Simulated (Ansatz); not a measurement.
| atom | x (Å) | y (Å) | z (Å) |
| --- | --- | --- | --- |
| Ge | 1.1057 | 0.1193 | -0.4041 |
| O | -0.7955 | 0.9018 | -0.6327 |
| O | 0.7601 | 1.5519 | 1.0476 |
| P | -0.6484 | 1.9353 | 0.5172 |
| H | 0.5445 | -1.0240 | 0.5578 |

Geometry: PBE0-D3(BJ)/def2-SVP.

These are results of isolated molecule in a Gaussian basis; Kohn-Sham density functional theory, functional PBE0 (Ansatz), not measurements.

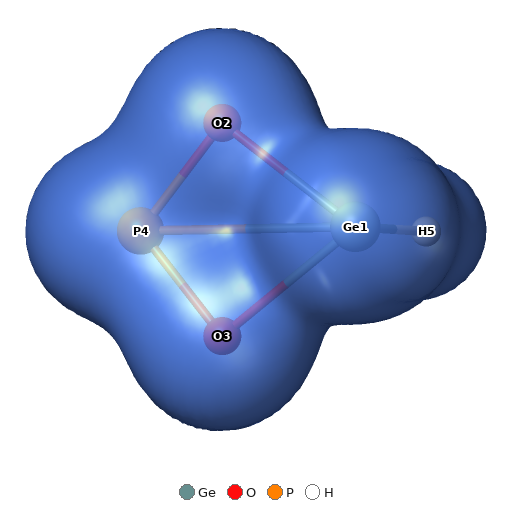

GeHO2P. Isosurface of the total electron density at 0.2 e/Å³ (blue), seen at a tilt.

Q: Which contacts does the surface bridge?

A: At this value the surface is in one piece. It bridges the sampled P–O (1.55 Å), Ge–O (2.07 Å), Ge–P (2.69 Å) and Ge–H (1.60 Å) contacts, where the density stays above the isovalue. On the grid the lowest density along these lines, outside the cores, is 1.5 e/Å³ (P–O, 1.55 Å), 0.51 e/Å³ (Ge–O, 2.07 Å), 0.32 e/Å³ (Ge–P, 2.69 Å) and 0.83 e/Å³ (Ge–H, 1.60 Å).
